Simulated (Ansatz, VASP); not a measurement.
# Cross-check of BN between VASP and Ansatz

One calculation is typed for both programs; each brings its own data sets and cutoff. How far apart do they land?

Calculated with Ansatz 0.2.0; plane waves, with VASP 6.6.1 beside it; band structure at PBE0.

## (1) The starting structure

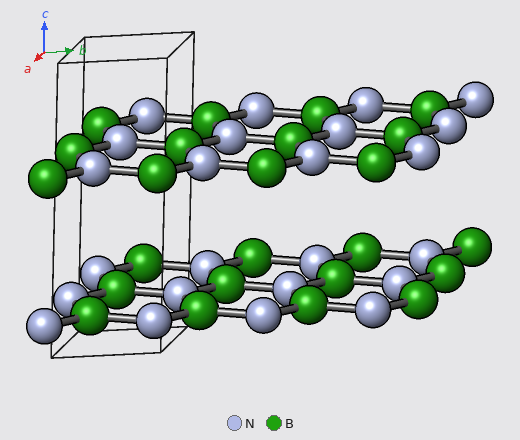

The cell as given, slightly off an axis (nitrogen light blue, boron green). 3×4×1 cells are drawn.

## (2) Ansatz: band structure, PBE0

Ansatz runs on its default PAW (the set named soft_2) files.

The same path points are solved in both programs, so levels can be compared one by one.

input.yaml

```yaml
crystal:
  lattice:
    - [2.50399, 0.0, 0.0]
    - [-1.251995, 2.1685189508, 0.0]
    - [0.0, 0.0, 6.6612]
  atoms:
    - { symbol: "N", position: [0.6666666667, 0.3333333333, 0.25] }
    - { symbol: "N", position: [0.3333333333, 0.6666666667, 0.75] }
    - { symbol: B, position: [0.6666666667, 0.3333333333, 0.75] }
    - { symbol: B, position: [0.3333333333, 0.6666666667, 0.25] }
hamiltonian:
  xc: pbe0
  pseudopotentials: { kind: paw }
kpoints:
  mp_grid: { grid: [7, 7, 2] }
  band_path:
    path:
      - [0.0, 0.0, 0.0]
      - [0.44444, 0.0, 0.0]
      - [0.5, 0.0, 0.0]
      - [0.38889, 0.22222, 0.0]
      - [0.2963, 0.2963, 0.0]
      - [0.18519, 0.18519, 0.0]
      - [0.0, 0.0, 0.11111]
      - [0.0, 0.0, 0.5]
      - [0.44444, 0.0, 0.5]
      - [0.38889, 0.22222, 0.5]
      - [0.18519, 0.18519, 0.5]
      - [0.5, 0.0, 0.38889]
      - [0.33333, 0.33333, 0.0]
      - [0.33333, 0.33333, 0.5]
    npoints: 1
scf:
  occupations: { method: gaussian, width: 0.03 }
  n_extra_bands: 8
output:
  forces: true
  stress: true
  eigenvalues: true
```

Run with:

```sh
ansatz run input.yaml --threads 4 --pin off --max-ram 9216MiB --backend cpu --events-out ev --progress --plain --runs-dir out
```

Numbers of over 12 decimals in the logs are rounded to 6 here.

Log:

```text
Warning: output.stress: scf.convergence.dr2_threshold = 1e-7 eV (the SCF's general default) is looser than the 4e-10 eV advised for a printed stress (1e-10 eV for each atom of the cell: 4). What an SCF threshold leaves in a stress goes as its square root, and in the free energy as the threshold itself, and one threshold admits the most on a small cell: [figures from the program's tests cut] Set scf.convergence.dr2_threshold to 4e-10 eV or tighter. The threshold is an SCF's pass mark: one that does not reach it within its budget of iterations ends unconverged, or closes short of it on a stop that the run arms, and scf.convergence.dr2_threshold's page says what that costs each kind of run
Warning: output.stress: scf.exx.energy_threshold = 1e-6 eV is looser than the 4e-8 eV advised for a stress under a hybrid functional (1e-8 eV for each atom of the cell: 4). Every SCF of the exchange loop can meet its threshold on dr2 while the loop round them stops early: no threshold on dr2 bounds what that leaves in the stress. Set scf.exx.energy_threshold to 4e-8 eV or tighter. The threshold is the loop's pass mark: a loop that does not reach it within its budget of cycles ends unconverged, and scf.exx.energy_threshold's page has the law
scf.n_extra_bands = 8 over 8 filled bands (N_el = 16.0): the run solves 16 bands
Engine: ansatz 0.2.0, aarch64-unknown-linux-gnu
Pseudopotentials: kind: paw
Pseudopotential: N, paw, valence charge 5, recommended cutoff 420 eV (normal), N.paw.azcp
Pseudopotential: B, paw, valence charge 3, recommended cutoff 420 eV (normal), B.paw.azcp
Functional definition: PBE0
  parameter a = 0.25
  parameter kappa = 0.804
  parameter beta = 0.066725
  exchange = (1 - a)*pbe_x(kappa = kappa, mu = beta*pi^2/3) + a*exact_x
  correlation = pbe_c(beta = beta)
Crystal: 4 atoms, lattice volume = 36.170 Å³
Basis set: ecut = 420 eV, 713 PW (Γ), exchange–correlation on 36×36×90 points (8 copies of the dense FFT grid, shifted against one another)
Bands: 16, of which v1, the nominal top of the filled ones, is band 8 counted from 1 (7 counted from 0)
Symmetry: 24 space group operations
Space group: P63/mmc (ITA 194), of the structure as read, at distance tolerance 3.3e-5 Å
k-points: 16 of 98
Non-local potential: N, projectors of the file, l = 0: 2, l = 1: 2, l = 2: 1
Non-local potential: B, projectors of the file, l = 0: 2, l = 1: 2, l = 2: 1
PAW form: soft (Blöchl's): semilocal exchange-correlation on the pseudo side does not see the compensation charge
PAW frozen core: N, regenerated for the run's functional, and the local potential with it (the file was generated under x = pbe(κ = 0.804, μ = 0.219515), c = pbe(β = 0.066725))
PAW frozen core: B, regenerated for the run's functional, and the local potential with it (the file was generated under x = pbe(κ = 0.804, μ = 0.219515), c = pbe(β = 0.066725))
PAW one-centre angular grid: N, 110 points (default); XC on 64 Gauss nodes
PAW one-centre angular grid: B, 110 points (default); XC on 64 Gauss nodes
Initial density: superposition of atomic densities (neutral atoms: chi_scale 0, normalization atom), corrected by the library's trained network
Initial wavefunctions: pseudopotential atomic-orbital guess
Functional: x = pbe(κ = 0.804, μ = 0.219515), c = pbe(β = 0.066725), warm-up for x = 0.75 pbe(κ = 0.804, μ = 0.219515) + 0.25 exact, c = pbe(β = 0.066725)
SCF iter   1: F=—  HF=-1084.804175 eV  |F-HF|=—  |Δ(HF+E_count)|=         —  Δρ=1.54e-3  dr2=2.40e-4  ethr=1.77e-3  ⟨swp⟩=2.2  Hψ=1746  notcnv=0
preconditioner: auto → none  [insulator: Δε(μ)=4.486 eV  Ē_g=18.647 eV  σ=0.030 eV  W_gap=1.00  n_scr=4 (ndim 8)  ℏωp=24.7 eV  f_vac=0.023  D(μ)=0.00/eV (n_scr^D=0)]
SCF iter   2: F=-1084.805527 eV  HF=-1084.805169 eV  |F-HF|=3.57e-4  |Δ(HF+E_count)|=   9.94e-4  Δρ=7.38e-4  dr2=3.95e-5  ethr=1.50e-6  ⟨swp⟩=3.2  Hψ=507  notcnv=0
SCF 1 stopped early in 2 iterations: F = -1084.805527 eV  dr2 = 3.95e-5
  greatest PAW one-centre occupation: 0.797 electrons in one spin orbital (limit 2), on the N atom at site 1 (counted from 0), in its partial waves of l = 0
Initial density: handed on by an earlier stage of this run
Initial wavefunctions: those handed on with the density
Functional: x = 0.75 pbe(κ = 0.804, μ = 0.219515) + 0.25 exact, c = pbe(β = 0.066725)
Frozen-core exchange: fock
SCF iter   1: F=—  HF=-1085.259635 eV  |F-HF|=—  |Δ(HF+E_count)|=         —  Δρ=7.53e-3  dr2=1.36e-2  ethr=2.47e-6  ⟨swp⟩=7.1  Hψ=1279  notcnv=0
preconditioner: auto → none  [insulator: Δε(μ)=6.583 eV  Ē_g=21.830 eV  σ=0.030 eV  W_gap=1.00  n_scr=4 (ndim 8)  ℏωp=24.7 eV  f_vac=0.022  D(μ)=0.00/eV (n_scr^D=0)]
SCF iter   2: F=—  HF=-1085.255105 eV  |F-HF|=—  |Δ(HF+E_count)|=   4.53e-3  Δρ=3.52e-3  dr2=2.85e-3  ethr=2.47e-6  ⟨swp⟩=3.6  Hψ=653  notcnv=0
SCF iter   3: F=—  HF=-1085.262357 eV  |F-HF|=—  |Δ(HF+E_count)|=   7.25e-3  Δρ=1.92e-3  dr2=1.20e-3  ethr=2.47e-6  ⟨swp⟩=3.4  Hψ=580  notcnv=0  defer=1
iter 4 solved again at ethr=8.31e-8 eV; its pass at ethr=2.47e-6 eV (dr2=1.33e-5 eV) is discarded
SCF iter   4: F=—  HF=-1085.262003 eV  |F-HF|=—  |Δ(HF+E_count)|=   3.54e-4  Δρ=2.70e-4  dr2=5.89e-5  ethr=8.31e-8  ⟨swp⟩=2.0  Hψ=930  notcnv=0
SCF iter   5: F=—  HF=-1085.262208 eV  |F-HF|=—  |Δ(HF+E_count)|=   2.05e-4  Δρ=3.34e-4  dr2=3.46e-5  ethr=8.31e-8  ⟨swp⟩=3.2  Hψ=496  notcnv=0  defer=1
SCF iter   6: F=-1085.262199 eV  HF=-1085.262199 eV  |F-HF|=4.32e-8  |Δ(HF+E_count)|=   8.90e-6  Δρ=4.08e-5  dr2=3.05e-6  ethr=8.31e-8  ⟨swp⟩=3.1  Hψ=462  notcnv=0
SCF 2 stopped early in 6 iterations: F = -1085.262199 eV  dr2 = 3.05e-6
  greatest PAW one-centre occupation: 0.799 electrons in one spin orbital (limit 2), on the N atom at site 1 (counted from 0), in its partial waves of l = 0
hybrid outer 1: dexx = +8.556e-3 eV, tail = 2.02e-5 eV
Frozen-core exchange: fock
SCF iter   1: F=—  HF=-1085.262315 eV  |F-HF|=—  |Δ(HF+E_count)|=         —  Δρ=7.22e-5  dr2=1.27e-6  ethr=6.30e-7  ⟨swp⟩=4.4  Hψ=671  notcnv=0
preconditioner: auto → none  [insulator: Δε(μ)=6.593 eV  Ē_g=21.827 eV  σ=0.030 eV  W_gap=1.00  n_scr=4 (ndim 8)  ℏωp=24.7 eV  f_vac=0.022  D(μ)=0.00/eV (n_scr^D=0)]
SCF iter   2: F=—  HF=-1085.262315 eV  |F-HF|=—  |Δ(HF+E_count)|=   2.83e-7  Δρ=1.45e-5  dr2=1.51e-7  ethr=6.89e-9  ⟨swp⟩=3.0  Hψ=474  notcnv=0
SCF iter   3: F=—  HF=-1085.262315 eV  |F-HF|=—  |Δ(HF+E_count)|=   4.63e-7  Δρ=1.17e-5  dr2=2.62e-8  ethr=1.29e-10  ⟨swp⟩=3.8  Hψ=624  notcnv=0  defer=1
SCF iter   4: F=-1085.262315 eV  HF=-1085.262315 eV  |F-HF|=4.72e-10  |Δ(HF+E_count)|=   3.02e-8  Δρ=3.20e-6  dr2=1.13e-9  ethr=1.29e-10  ⟨swp⟩=3.0  Hψ=457  notcnv=0  defer=1
SCF 3 converged in 4 iterations: F = -1085.262315 eV  dr2 = 1.13e-9
  Residual-converged pass: ⟨swp⟩=3.0  Hψ=444  notcnv=0  max |occ|·‖R‖ = 2.4e-6 eV (tolerance 2.4e-6 eV)  dr2=1.11e-9  dr2_onsite=9.49e-11  max |Δocc| = 0.0e0
hybrid outer 2: dexx = +6.618e-7 eV, tail = 8.55e-9 eV, Δε = 2.65e-3 eV (about 6.61e-5 eV left of the loop's levels)
NSCF: frozen V_eff on 14 k-points
hybrid SCF converged: 2 outer / 10 inner (+2 warm-up), last move |dexx| = 6.62e-7 eV, tail = 8.55e-9 eV
Stability not checked: this state was not tested for a lower state beside it, because the functional holds exact exchange (a hybrid, or Hartree-Fock), whose exchange loop this test does not read (fock_operator; see scf.lower_state_search)
Free energy (F): -1085.262315 eV
Frozen-core exchange: fock
Harris-Foulkes:  -1085.262315 eV  (|F-HF|=4.72e-10)
Internal energy: -1085.262315 eV  (E = F + TS)
E sigma→0 (E₀):  -1085.262315 eV
Fermi energy:    6.785762 eV
--- Per-component energies (eV) ---
  E_band       = -70.035114
  E_kinetic    = 366.979825
  E_local      = -694.599533  (includes V_loc(G=0)·N_el)
  E_nonlocal   = 113.739784
  E_hartree    = 225.064253
  E_xc         = -142.946569
  E_vxc        = -177.250555  (∫ρ·V_xc dr)
  E_exx        = -45.418920  (= α·E_x^exact, valence–valence)
  E_paw        = -410.137705  (= ΣΔE_a)
  E_vpaw       = -38.195212  (= ΣTr[D̂ρ^β])
  E_aug_tail   = 0.000203  (compensation charges beyond the density's cutoff)
  E_ewald      = -497.875223
  E_core_change = -0.068429  (= ΣΔE_core)
  E_smearing   = -0.000000  (= −TS)
  E_closure    = -0.000000  (closes the sum)
  Σ components = -1085.262315   (vs F -1085.262315, Δ=2.27e-13)
--- Forces (eV/Å), atoms counted from 1 ---
  atom   1  N     -0.00000000     0.00000000    -0.00000000
  atom   2  N     -0.00000000    -0.00000000     0.00000000
  atom   3  B      0.00000000     0.00000000    -0.00000000
  atom   4  B      0.00000000    -0.00000000     0.00000000
  max |Σ_I F_I| component: 4.63e-17 eV/Å
--- Stress (GPa, compression-positive) ---
       -3.727630       0.000000      -0.000000
        0.000000      -3.727630       0.000000
       -0.000000       0.000000       2.185746
  P = ⅓ Tr σ = -1.7565 GPa (-17.565 kbar)
--- Band table (eV; the first three rows and the last of 16) ---
  k-point 0: bands = [... 4 lower, 1.9226, 1.9226, 1.9622, 1.9622, 10.6498, 16.2648, 17.6081, 17.6081, ... 4 higher]
  k-point 1: bands = [... 4 lower, 1.9425, 1.9425, 1.9425, 1.9425, 13.2006, 13.2006, 17.6759, 17.6759, ... 4 higher]
  k-point 2: bands = [... 4 lower, 0.2782, 0.3197, 1.1775, 1.2276, 11.3507, 15.9748, 17.0949, 17.5312, ... 4 higher]
  k-point 15: bands = [... 4 lower, -3.8039, -3.8039, 3.1037, 3.1037, 10.6599, 10.6599, 17.8347, 17.8347, ... 4 higher]
```

Elapsed: 20 s, on 4 threads of Arm Neoverse V1, shared host; peak memory 0.6 GiB.

## (3) VASP: band structure, PBE0

The same cell, functional, mesh and smearing now go to VASP, with its own data sets and cutoff.

Lines of VASP's logs that name or quote its potential files are left out, and so is its time.

INCAR

```
SYSTEM = BN
PREC = Accurate
ENCUT = 460
EDIFF = 1E-06
NELM = 100
ISMEAR = 0
SIGMA = 0.03
LREAL = .FALSE.
ALGO = Normal
LHFCALC = .TRUE.
AEXX = 0.25
GGA = PE
LASPH = .TRUE.
NBANDS = 14
PRECFOCK = Fast
HFRCUT = -1
LORBIT = 11
LWAVE = .FALSE.
LCHARG = .FALSE.
KPAR = 8
```

POSCAR

```
BN
1.0
    2.5039900000      0.0000000000      0.0000000000
   -1.2519950000      2.1685189508      0.0000000000
    0.0000000000      0.0000000000      6.6612000000
N B
2 2
Direct
    0.6666666667      0.3333333333      0.2500000000
    0.3333333333      0.6666666667      0.7500000000
    0.6666666667      0.3333333333      0.7500000000
    0.3333333333      0.6666666667      0.2500000000
```

KPOINTS

```
Automatic mesh
0
Gamma
7 7 2
0 0 0
```

KPOINTS_OPT

```
Line mode
10
Line-mode
Reciprocal
  0.00000000   0.00000000   0.00000000 GAMMA
  0.50000000   0.00000000   0.00000000 M

  0.50000000   0.00000000   0.00000000 M
  0.33333333   0.33333333   0.00000000 K

  0.33333333   0.33333333   0.00000000 K
  0.00000000   0.00000000   0.00000000 GAMMA

  0.00000000   0.00000000   0.00000000 GAMMA
  0.00000000   0.00000000   0.50000000 A

  0.00000000   0.00000000   0.50000000 A
  0.50000000   0.00000000   0.50000000 L

  0.50000000   0.00000000   0.50000000 L
  0.33333333   0.33333333   0.50000000 H

  0.33333333   0.33333333   0.50000000 H
  0.00000000   0.00000000   0.50000000 A

  0.50000000   0.00000000   0.50000000 L
  0.50000000   0.00000000   0.00000000 M

  0.33333333   0.33333333   0.00000000 K
  0.33333333   0.33333333   0.50000000 H
```

The projector-augmented-wave data sets are N and B (PBE family, release 64).

Run with:

```sh
mpirun -np 8 vasp_std
```

Log:

```text
[banner, memory and clock lines left out]
running    8 mpi-ranks, on    1 nodes
 distrk:  each k-point on    1 cores,    8 groups
 distr:  one band on    1 cores,    1 groups

 POSCAR found type information on POSCAR N B
 POSCAR found :  2 types and       4 ions
|                                                                             |
|           W    W    AA    RRRRR   N    N  II  N    N   GGGG   !!!           |
|           W    W   A  A   R    R  NN   N  II  NN   N  G    G  !!!           |
|           W    W  A    A  R    R  N N  N  II  N N  N  G       !!!           |
|           W WW W  AAAAAA  RRRRR   N  N N  II  N  N N  G  GGG   !            |
|           WW  WW  A    A  R   R   N   NN  II  N   NN  G    G                |
|           W    W  A    A  R    R  N    N  II  N    N   GGGG   !!!           |
|                                                                             |
|     For optimal performance we recommend to set                             |
|       NCORE = 2 up to number-of-cores-per-socket                            |
|     NCORE specifies how many cores store one orbital (NPAR=cpu/NCORE).      |
|     This setting can greatly improve the performance of VASP for DFT.       |
|     The default, NCORE=1 might be grossly inefficient on modern             |
|     multi-core architectures or massively parallel machines. Do your        |
|     Unfortunately you need to use the default for GW and RPA                |
|     calculations (for HF NCORE is supported but not extensively tested      |
|     yet).                                                                   |
|                                                                             |

 LDA part: xc-table for (Slater+PW92), standard interpolation
 found WAVECAR, reading the header
 POSCAR, INCAR and KPOINTS ok, starting setup
 FFT: planning ... GRIDC
 FFT: planning ... GRID_SOFT
 FFT: planning ... GRID
 HFRCUT set to (new)   9.458638
 reading WAVECAR
 the WAVECAR file was read successfully
 initial charge from wavefunction
 entering main loop
       N       E                     dE             d eps       ncg     rms          rms(c)
DAV:   1    -0.426725151319E+02   -0.42673E+02   -0.74395E-01   448   0.102E+01    0.971E-01
DAV:   2    -0.426801083823E+02   -0.75933E-02   -0.29987E-02   538   0.147E+00    0.658E-01
DAV:   3    -0.426758515062E+02    0.42569E-02   -0.75956E-03   538   0.660E-01    0.374E-01
DAV:   4    -0.426757780086E+02    0.73498E-04   -0.16148E-03   526   0.306E-01    0.236E-01
DAV:   5    -0.426756667911E+02    0.11122E-03   -0.67235E-05   508   0.781E-02    0.138E-01
DAV:   6    -0.426756090365E+02    0.57755E-04   -0.60862E-05   520   0.690E-02    0.734E-02
DAV:   7    -0.426755995916E+02    0.94448E-05   -0.15831E-05   538   0.360E-02    0.399E-02
DAV:   8    -0.426755971975E+02    0.23941E-05   -0.18164E-06   368   0.147E-02    0.231E-02
DAV:   9    -0.426755970452E+02    0.15232E-06   -0.10241E-06   340   0.107E-02
   1 F= -.42675597E+02 E0= -.42675597E+02  d E =-.444997E-18
 Start KPOINTS_OPT (optional k-point list driver)
k-point batch [1-16\90]
       N       E                     dE             ncg
DAV:   1    -0.184995399835E+03   -0.79527E+04      448
DAV:   2    -0.160657781001E+04   -0.14216E+04      570
DAV:   3    -0.171454573035E+04   -0.10797E+03      538
DAV:   4    -0.171591938371E+04   -0.13737E+01      598
DAV:   5    -0.171593544132E+04   -0.16058E-01      598
DAV:   6    -0.171593562026E+04   -0.17894E-03      580
DAV:   7    -0.171593562307E+04   -0.28116E-05      460
DAV:   8    -0.171593562315E+04   -0.83141E-07      434
[...]
k-point batch [81-90\90]
       N       E                     dE             ncg
DAV:   1     0.409764211727E+04   -0.83898E+04      280
DAV:   2     0.332198078488E+04   -0.77566E+03      370
DAV:   3     0.327220473274E+04   -0.49776E+02      352
DAV:   4     0.327156801173E+04   -0.63672E+00      340
DAV:   5     0.327156400755E+04   -0.40042E-02      340
DAV:   6     0.327156397599E+04   -0.31551E-04      334
DAV:   7     0.327156397570E+04   -0.29331E-06      254
```

[end of part 1 of 2]

[Lines on the potential files, build, host, timing and source positions are cut from VASP's logs without a mark.]

[Logs are printed without paths, hosts, clocks, repeated set-up lines and the standing remarks that a program may print on its own settings, such as how far it seeks lower states.]

[Hosts, paths, dates, database ids (printed as entryN), source tags and the programs' standing remarks are cut or masked in the printed files.]
